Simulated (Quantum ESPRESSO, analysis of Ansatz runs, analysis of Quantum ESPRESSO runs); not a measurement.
# Reproducing a measured local vibrational mode: Be on a Cd site in CdTe (Quantum ESPRESSO)

How near does this set-up come to the measured local vibrational mode? Subject: Be on a Cd site in CdTe. Set-up: PBE, GBRV 1.5 PBE, 32-site cell, measured lattice, k: 2x2x2 shifted. The model is a cell of 32 host atoms with 1 Cd taken out and 1 Be put in. The frequencies come from force constants among the defect atom and its neighbours, with the masses of the isotopes named. The measured lattice removes the functional's error in the volume.

Measured beforehand: Threefold local mode of Be: 390 cm⁻¹ at 300 K, by near-resonant Raman scattering (“Vibrational and mechanical properties of the highly mismatched (Cd,Be)Te semiconductor alloy : Experiment and ab initio calculations”, 2023, arxiv:2303.01780). The runs below try to reproduce this.

Method: Quantum ESPRESSO plane-wave DFT, PBE, GBRV 1.5 PBE potentials; relaxation of all atoms of a defect supercell, in Quantum ESPRESSO 7.5.

## (1) Set-up

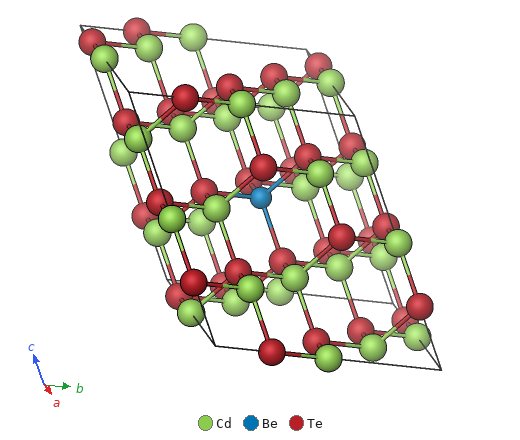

Start, viewed from a free direction; cadmium green, beryllium blue, tellurium red. Some periodic images of atoms are drawn too.

The cell holds 32 atoms: 15 Cd, 1 Be and 16 Te. Its edges and angles: a = 11.224 Å, b = 11.224 Å, c = 11.224 Å, α = 109.5°, β = 109.5°, γ = 109.5°. It derives from CdTe (space group F-43m). Nearest the centre at fractional (0.250, 0.500, 0.250): Be7 at 0.00 Å, Te23 at 2.81 Å, Te22 at 2.81 Å, Te19 at 2.81 Å, Te28 at 2.81 Å, Cd1 at 4.58 Å, Cd3 at 4.58 Å, Cd2 at 4.58 Å.

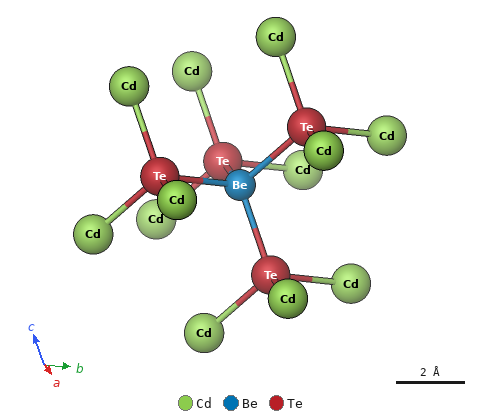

The atoms within 5 Å of the centre.

The host's primitive cell comes from a first run (Quantum ESPRESSO plane-wave DFT, PBE, GBRV 1.5 PBE potentials; relaxation of all atoms of a defect-free cell): vectors of 4.582, 4.582 and 4.582 Å. That is 34.01 Å³ an atom. The supercell is built on it.

## (2) Relaxation, charge 0

Every later number rests on the structure around the defect, so the atoms are relaxed at the host's lattice first.

pw.in reads:

```
&CONTROL
  calculation = 'relax'
  prefix = 'pwscf'
  outdir = './tmp'
  pseudo_dir = './pseudo'
  tprnfor = .true.
  disk_io = 'low'
  nstep = 70
  forc_conv_thr = 0.00039
  etot_conv_thr = 0.0001
/
&SYSTEM
  ibrav = 0
  nat = 32
  ntyp = 3
  ecutwfc = 45
  ecutrho = 360
  nbnd = 144
  occupations = 'smearing'
  smearing = 'fd'
  degauss = 0.00073499
/
&ELECTRONS
  conv_thr = 3d-08
  electron_maxstep = 100
  mixing_beta = 0.5
/
&IONS
  ion_dynamics = 'bfgs'
/
ATOMIC_SPECIES
Cd   112.4140 cd_pbe_v1.uspp.F.UPF
Be     9.0122 be_pbe_v1.4.uspp.F.UPF
Te   127.6000 te_pbe_v1.uspp.F.UPF
CELL_PARAMETERS angstrom
  -6.4800000000    6.4800000000   -6.4800000000
   6.4800000000    6.4800000000    6.4800000000
   6.4800000000   -6.4800000000   -6.4800000000
ATOMIC_POSITIONS crystal
Cd     0.0000000000    0.0000000000    0.0000000000
Cd     0.0000000000    0.2500000000    0.7500000000
Cd     0.0000000000    0.5000000000    0.5000000000
Cd     0.0000000000    0.7500000000    0.2500000000
Cd     0.2500000000    0.0000000000    0.7500000000
Cd     0.2500000000    0.2500000000    0.5000000000
Be     0.2500000000    0.5000000000    0.2500000000
Cd     0.2500000000    0.7500000000    0.0000000000
Cd     0.5000000000    0.0000000000    0.5000000000
Cd     0.5000000000    0.2500000000    0.2500000000
Cd     0.5000000000    0.5000000000    0.0000000000
Cd     0.5000000000    0.7500000000    0.7500000000
Cd     0.7500000000    0.0000000000    0.2500000000
Cd     0.7500000000    0.2500000000    0.0000000000
Cd     0.7500000000    0.5000000000    0.7500000000
Cd     0.7500000000    0.7500000000    0.5000000000
Te     0.0000000000    0.0000000000    0.7500000000
Te     0.0000000000    0.2500000000    0.5000000000
Te     0.0000000000    0.5000000000    0.2500000000
Te     0.0000000000    0.7500000000    0.0000000000
Te     0.2500000000    0.0000000000    0.5000000000
Te     0.2500000000    0.2500000000    0.2500000000
Te     0.2500000000    0.5000000000    0.0000000000
Te     0.2500000000    0.7500000000    0.7500000000
Te     0.5000000000    0.0000000000    0.2500000000
Te     0.5000000000    0.2500000000    0.0000000000
Te     0.5000000000    0.5000000000    0.7500000000
Te     0.5000000000    0.7500000000    0.5000000000
Te     0.7500000000    0.0000000000    0.0000000000
Te     0.7500000000    0.2500000000    0.7500000000
Te     0.7500000000    0.5000000000    0.5000000000
Te     0.7500000000    0.7500000000    0.2500000000
K_POINTS automatic
2 2 2 1 1 1
```

On the command line:

```
OMP_NUM_THREADS=1 mpirun -n 8 pw.x -nk 2 -in pw.in > pw.out
```

The log of the run:

```text
This program is part of the open-source Quantum ESPRESSO suite
     for quantum simulation of materials; please cite
         "P. Giannozzi et al., J. Phys.:Condens. Matter 21 395502 (2009);
         "P. Giannozzi et al., J. Phys.:Condens. Matter 29 465901 (2017);
         "P. Giannozzi et al., J. Chem. Phys. 152 154105 (2020);
          URL
     in publications or presentations arising from this work. More details at

     Message from routine setup:
     using ibrav=0 with symmetry is DISCOURAGED, use correct ibrav instead

     K-points division:     npool     =       2
     Subspace diagonalization in iterative solution of the eigenvalue problem:
     a serial algorithm will be used

     --------------------
     sticks:   dense  smooth     PW     G-vecs:    dense   smooth      PW
     Min        3033    1517    405               211662    74888   10308
     Max        3034    1518    406               211663    74891   10310
     Sum       12133    6069   1621               846649   299557   41235

     Using Slab Decomposition

     bravais-lattice index     =            0
     lattice parameter (alat)  =      21.2097  a.u.
     unit-cell volume          =    7344.8277 (a.u.)^3
     number of atoms/cell      =           32
     number of atomic types    =            3
     number of electrons       =       280.00
     number of Kohn-Sham states=          144
     kinetic-energy cutoff     =      45.0000  Ry
     charge density cutoff     =     360.0000  Ry
     scf convergence threshold =      3.0E-08
     mixing beta               =       0.5000
     number of iterations used =            8  plain     mixing
     energy convergence thresh.=      1.0E-04
     force convergence thresh. =      3.9E-04
     Exchange-correlation= SLA  PW   PBE  PBE
                           (   1   4   3   4   0   0   0)
     nstep                     =           70

     celldm(1)=  21.209699  celldm(2)=   0.000000  celldm(3)=   0.000000
     celldm(4)=   0.000000  celldm(5)=   0.000000  celldm(6)=   0.000000

     crystal axes: (cart. coord. in units of alat)
               a(1) = (  -0.577350   0.577350  -0.577350 )
               a(2) = (   0.577350   0.577350   0.577350 )
               a(3) = (   0.577350  -0.577350  -0.577350 )

     reciprocal axes: (cart. coord. in units 2 pi/alat)
               b(1) = (  0.000000  0.866025 -0.866025 )
               b(2) = (  0.866025  0.866025 -0.000000 )
               b(3) = (  0.866025  0.000000 -0.866025 )

     PseudoPot. # 1 for Cd read from file:
     cd_pbe_v1.uspp.F.UPF
     Pseudo is Ultrasoft + core correction, Zval = 12.0
     Generated by new atomic code, or converted to UPF format
     Using radial grid of  889 points,  6 beta functions with:
                l(1) =   0
                l(2) =   0
                l(3) =   1
                l(4) =   1
                l(5) =   2
                l(6) =   2
     Q(r) pseudized with  6 coefficients,  rinner =    1.000   1.000   1.000
                                                       1.000   1.000

     PseudoPot. # 2 for Be read from file:
     be_pbe_v1.4.uspp.F.UPF
     Pseudo is Ultrasoft, Zval =  4.0
     Generated by new atomic code, or converted to UPF format
     Using radial grid of  769 points,  6 beta functions with:
                l(1) =   0
                l(2) =   0
                l(3) =   0
                l(4) =   1
                l(5) =   1
                l(6) =   2
     Q(r) pseudized with 10 coefficients,  rinner =    1.000   1.000   1.000
                                                       1.000   1.000

     PseudoPot. # 3 for Te read from file:
     te_pbe_v1.uspp.F.UPF
     Pseudo is Ultrasoft + core correction, Zval =  6.0
     Generated by new atomic code, or converted to UPF format
     Using radial grid of  891 points,  5 beta functions with:
                l(1) =   0
                l(2) =   0
                l(3) =   1
                l(4) =   1
                l(5) =   2
     Q(r) pseudized with  6 coefficients,  rinner =    1.800   1.800   1.800
                                                       1.800   1.800

     atomic species   valence    mass     pseudopotential
     Cd               12.00   112.41400     Cd( 1.00)
     Be                4.00     9.01220     Be( 1.00)
     Te                6.00   127.60000     Te( 1.00)

     24 Sym. Ops. (no inversion) found (22 have fractional translation)

   Cartesian axes

     site n.     atom                  positions (alat units)
         1        Cd     tau(   1) = (   0.0000000   0.0000000   0.0000000  )
         2        Cd     tau(   2) = (   0.5773503  -0.2886751  -0.2886751  )
         3        Cd     tau(   3) = (   0.5773503   0.0000000   0.0000000  )
         4        Cd     tau(   4) = (   0.5773503   0.2886751   0.2886751  )
         5        Cd     tau(   5) = (   0.2886751  -0.2886751  -0.5773503  )
         6        Cd     tau(   6) = (   0.2886751   0.0000000  -0.2886751  )
         7        Be     tau(   7) = (   0.2886751   0.2886751   0.0000000  )
         8        Cd     tau(   8) = (   0.2886751   0.5773503   0.2886751  )
         9        Cd     tau(   9) = (   0.0000000   0.0000000  -0.5773503  )
        10        Cd     tau(  10) = (   0.0000000   0.2886751  -0.2886751  )
        11        Cd     tau(  11) = (   0.0000000   0.5773503   0.0000000  )
        12        Cd     tau(  12) = (   0.5773503   0.2886751  -0.2886751  )
        13        Cd     tau(  13) = (  -0.2886751   0.2886751  -0.5773503  )
        14        Cd     tau(  14) = (  -0.2886751   0.5773503  -0.2886751  )
        15        Cd     tau(  15) = (   0.2886751   0.2886751  -0.5773503  )
        16        Cd     tau(  16) = (   0.2886751   0.5773503  -0.2886751  )
        17        Te     tau(  17) = (   0.4330127  -0.4330127  -0.4330127  )
        18        Te     tau(  18) = (   0.4330127  -0.1443376  -0.1443376  )
        19        Te     tau(  19) = (   0.4330127   0.1443376   0.1443376  )
        20        Te     tau(  20) = (   0.4330127   0.4330127   0.4330127  )
        21        Te     tau(  21) = (   0.1443376  -0.1443376  -0.4330127  )
        22        Te     tau(  22) = (   0.1443376   0.1443376  -0.1443376  )
        23        Te     tau(  23) = (   0.1443376   0.4330127   0.1443376  )
        24        Te     tau(  24) = (   0.7216878   0.1443376  -0.1443376  )
        25        Te     tau(  25) = (  -0.1443376   0.1443376  -0.4330127  )
        26        Te     tau(  26) = (  -0.1443376   0.4330127  -0.1443376  )
        27        Te     tau(  27) = (   0.4330127   0.1443376  -0.4330127  )
[...]
atom   10 type  1   force =     0.00016393    0.00019874    0.00016393
     atom   11 type  1   force =     0.00016393   -0.00016393   -0.00019874
     atom   12 type  1   force =    -0.00016393   -0.00019874    0.00016393
     atom   13 type  1   force =    -0.00000000    0.00000000    0.00000000
     atom   14 type  1   force =    -0.00019874    0.00016393   -0.00016393
     atom   15 type  1   force =    -0.00000000    0.00000000    0.00000000
     atom   16 type  1   force =    -0.00019874   -0.00016393    0.00016393
[...]
Total force =     0.002954     Total SCF correction =     0.000030
     Energy error            =      9.0E-05 Ry
     Gradient error          =      6.2E-04 Ry/Bohr

     number of scf cycles    =  19
     number of bfgs steps    =  18

     energy             old  =   -2174.1229762401 Ry
     energy             new  =   -2174.1230664502 Ry

     CASE: energy            _new < energy            _old

     new trust radius        =       0.0052198227 bohr
     new conv_thr            =       0.0000000003 Ry

ATOMIC_POSITIONS (crystal)
Cd               0.0054577482        0.0111501401        0.0054577482
Cd               0.0054577482        0.2554577482        0.7611501401
Cd               0.0056923919        0.5000000000        0.4945422518
Cd               0.0056923919        0.7445422518        0.2500000000
Cd               0.2500000000        0.0000000000        0.7500000000
Cd               0.2500000000        0.2556923919        0.4945422518
Be               0.2500000000        0.5000000000        0.2500000000
Cd               0.2500000000        0.7445422518        0.0056923919
Cd               0.4943076081       -0.0111501401        0.4943076081
Cd               0.4945422518        0.2556923919        0.2500000000
Cd               0.4945422518        0.5000000000        0.0056923919
Cd               0.4943076081        0.7443076081        0.7388498599
Cd               0.7500000000        0.0000000000        0.2500000000
Cd               0.7611501401        0.2554577482        0.0054577482
Cd               0.7500000000        0.5000000000        0.7500000000
Cd               0.7388498599        0.7443076081        0.4943076081
[...]
NEW-OLD atomic charge density approx. for the potential

     negative rho (up, down):  3.273E-01 0.000E+00

     Self-consistent Calculation

     iteration #  1     ecut=    45.00 Ry     beta= 0.50
     Davidson diagonalization with overlap
     ethr =  1.00E-06,  avg # of iterations =  3.0

     Threshold (ethr) on eigenvalues was too large:
     Diagonalizing with lowered threshold

     Davidson diagonalization with overlap
     ethr =  1.08E-08,  avg # of iterations =  7.0

     negative rho (up, down):  3.273E-01 0.000E+00

     total energy              =   -2174.12308600 Ry
     estimated scf accuracy    <       0.00000478 Ry

     iteration #  2     ecut=    45.00 Ry     beta= 0.50
     Davidson diagonalization with overlap
     ethr =  1.71E-09,  avg # of iterations =  4.0

     negative rho (up, down):  3.273E-01 0.000E+00

     total energy              =   -2174.12308772 Ry
     estimated scf accuracy    <       0.00000072 Ry

     iteration #  3     ecut=    45.00 Ry     beta= 0.50
     Davidson diagonalization with overlap
     ethr =  2.59E-10,  avg # of iterations =  4.0

     negative rho (up, down):  3.273E-01 0.000E+00

     total energy              =   -2174.12308790 Ry
     estimated scf accuracy    <       0.00000022 Ry

     iteration #  4     ecut=    45.00 Ry     beta= 0.50
     Davidson diagonalization with overlap
     ethr =  7.79E-11,  avg # of iterations =  3.0

     negative rho (up, down):  3.273E-01 0.000E+00

     total energy              =   -2174.12308795 Ry
     estimated scf accuracy    <       0.00000003 Ry

     iteration #  5     ecut=    45.00 Ry     beta= 0.50
     Davidson diagonalization with overlap
     ethr =  1.15E-11,  avg # of iterations =  4.0

     negative rho (up, down):  3.273E-01 0.000E+00

     total energy              =   -2174.12308796 Ry
     estimated scf accuracy    <          2.8E-09 Ry

     iteration #  6     ecut=    45.00 Ry     beta= 0.50
     Davidson diagonalization with overlap
     ethr =  9.99E-13,  avg # of iterations =  5.5

     negative rho (up, down):  3.273E-01 0.000E+00

     total energy              =   -2174.12308796 Ry
     estimated scf accuracy    <          7.2E-10 Ry

     iteration #  7     ecut=    45.00 Ry     beta= 0.50
     Davidson diagonalization with overlap
     ethr =  2.57E-13,  avg # of iterations =  3.5

     negative rho (up, down):  3.273E-01 0.000E+00

     End of self-consistent calculation

          k = 0.4330 0.4330-0.4330 ( 37368 PWs)   bands (ev):

[...]
k = 0.0000 0.4330 0.0000 ( 37478 PWs)   bands (ev):

[...]
-2.9213  -2.8067  -2.7759  -2.7759  -2.7433  -2.7101  -2.6089  -2.6008
    -2.6008  -2.5403  -2.5133  -2.5133   0.5457   0.7969   0.7994   0.7994
     0.8083   0.8674   0.9294   0.9879   0.9895   0.9895   1.1602   1.7989
     1.7989   1.8524   1.9677   2.3291   2.4143   2.4143   2.4983   2.7474
     2.8847   2.8863   2.8863   3.2224   3.2430   3.2430   3.3731   3.4303
     3.4303   3.5081   3.5081   3.5094   3.5106   3.5593   3.5722   3.5722
     3.6073   3.7064   4.0545   4.0545   4.0640   4.0949   4.2058   4.2058
     4.2363   4.2722   4.5794   4.5794   6.9396   7.2098   7.3904   7.4067

     the Fermi energy is     5.8952 ev

!    total energy              =   -2174.12308796 Ry
     estimated scf accuracy    <          9.3E-11 Ry
     smearing contrib. (-TS)   =       0.00000000 Ry
     internal energy E=F+TS    =   -2174.12308796 Ry

     The total energy is F=E-TS. E is the sum of the following terms:
     one-electron contribution =    -727.44545440 Ry
     hartree contribution      =     549.63291469 Ry
     xc contribution           =    -826.98757446 Ry
     ewald contribution        =   -1169.32297379 Ry

     convergence has been achieved in   7 iterations

     negative rho (up, down):  3.273E-01 0.000E+00

     Forces acting on atoms (cartesian axes, Ry/au):

[...]
atom   25 type  3   force =    -0.00016975   -0.00024858   -0.00016975
     atom   26 type  3   force =     0.00024858   -0.00016975    0.00016975
     atom   27 type  3   force =    -0.00016975    0.00016975    0.00024858
     atom   28 type  3   force =     0.00018601    0.00018601   -0.00018601
     atom   29 type  3   force =     0.00016975    0.00024858   -0.00016975
     atom   30 type  3   force =     0.00016975    0.00016975   -0.00024858
     atom   31 type  3   force =     0.00016975   -0.00016975    0.00024858
     atom   32 type  3   force =     0.00016975   -0.00024858    0.00016975

     Total force =     0.001583     Total SCF correction =     0.000029
     Energy error            =      2.2E-05 Ry
     Gradient error          =      2.5E-04 Ry/Bohr

     bfgs converged in  20 scf cycles and  19 bfgs steps
     (criteria: energy <  1.0E-04 Ry, force <  3.9E-04 Ry/Bohr)

     End of BFGS Geometry Optimization

     Final energy             =   -2174.1230879642 Ry

     File ./tmp/pwscf.bfgs deleted, as requested
Begin final coordinates

ATOMIC_POSITIONS (crystal)
[...]
Te               0.4990756561        0.0042694004        0.2500000000
Te               0.5051937443        0.2509243439        0.0009243439
Te               0.4990756561        0.5000000000        0.7542694004
Te               0.4705262424        0.7205262424        0.4705262424
Te               0.7457305996       -0.0042694004       -0.0051937443
Te               0.7457305996        0.2448062557        0.7457305996
Te               0.7542694004        0.5000000000        0.4990756561
Te               0.7542694004        0.7490756561        0.2500000000
End final coordinates

=------------------------------------------------------------------------------=
   JOB DONE.
=------------------------------------------------------------------------------=
```

Elapsed: 28 min, on 8 MPI ranks of Arm Neoverse V2, shared host; peak memory 4.8 GiB; 3.7 h of CPU time.

The steps of the relaxation:

```tsv
step	energy less that of the first step (eV)
0	0.0000
1	-0.1535
2	-0.3087
3	-0.5146
4	-0.7572
5	-0.9459
6	-0.9713
7	-1.0093
8	-1.0498
9	-1.0680
10	-1.0695
11	-1.0712
12	-1.0727
13	-1.0743
14	-1.0761
15	-1.0775
16	-1.0789
17	-1.0806
18	-1.0818
19	-1.0821
```

The atoms that moved most (Å):

```tsv
atom	dx	dy	dz	length
Te28	-0.191	-0.191	0.191	0.331
Te22	0.191	0.191	0.191	0.331
Te19	-0.191	0.191	-0.191	0.331
Te23	0.191	-0.191	-0.191	0.331
Cd4	-0.072	0.002	-0.072	0.102
Cd8	0.002	-0.072	-0.072	0.102
Cd2	0.072	-0.002	-0.072	0.102
Cd14	-0.002	0.072	-0.072	0.102
```

The relaxed structure:

```
CELL_PARAMETERS angstrom
-6.48000 6.48000 -6.48000
6.48000 6.48000 6.48000
6.48000 -6.48000 -6.48000
ATOMIC_POSITIONS crystal
Cd 0.00546 0.01115 0.00546
Cd 0.00546 0.25546 0.76115
Cd 0.00569 0.50000 0.49454
Cd 0.00569 0.74454 0.25000
Cd 0.25000 0.00000 0.75000
Cd 0.25000 0.25569 0.49454
Be 0.25000 0.50000 0.25000
Cd 0.25000 0.74454 0.00569
Cd 0.49431 0.98885 0.49431
Cd 0.49454 0.25569 0.25000
Cd 0.49454 0.50000 0.00569
Cd 0.49431 0.74431 0.73885
Cd 0.75000 0.00000 0.25000
Cd 0.76115 0.25546 0.00546
Cd 0.75000 0.50000 0.75000
Cd 0.73885 0.74431 0.49431
Te 0.99481 0.99573 0.74573
Te 0.00092 0.25092 0.50519
Te 0.02947 0.50000 0.25000
Te 0.00092 0.75519 0.00092
Te 0.25000 0.00427 0.49908
Te 0.25000 0.27947 0.25000
Te 0.25000 0.50000 0.02947
Te 0.25000 0.74908 0.75427
Te 0.49908 0.00427 0.25000
Te 0.50519 0.25092 0.00092
Te 0.49908 0.50000 0.75427
Te 0.47053 0.72053 0.47053
Te 0.74573 0.99573 0.99481
Te 0.74573 0.24481 0.74573
Te 0.75427 0.50000 0.49908
Te 0.75427 0.74908 0.25000
```

Neighbours of Be7 at the end:

```tsv
atom	distance (Å)
Te23	2.475
Te22	2.475
Te19	2.475
Te28	2.475
Cd2	4.480
Cd8	4.480
Cd4	4.480
Cd14	4.480
Cd16	4.480
Cd12	4.480
Cd9	4.480
Cd11	4.480
Cd6	4.480
Cd1	4.480
Cd3	4.480
Cd10	4.480
```

First to last step the energy falls by 1.082 eV; the largest move, 0.33 Å, is that of Te22 and 3 other atoms alike.

[end of part 1 of 2]

[Logs are printed without paths, hosts, clocks, repeated set-up lines and the standing remarks that a program may print on its own settings, such as how far it seeks lower states.]

[Hosts, paths, dates, database ids (printed as entryN), source tags and the programs' standing remarks are cut or masked in the printed files.]

[For some hosts the program warned that the k-mesh of the response run may be too coarse for force constants and the static dielectric constant; such warnings are not shown here.]
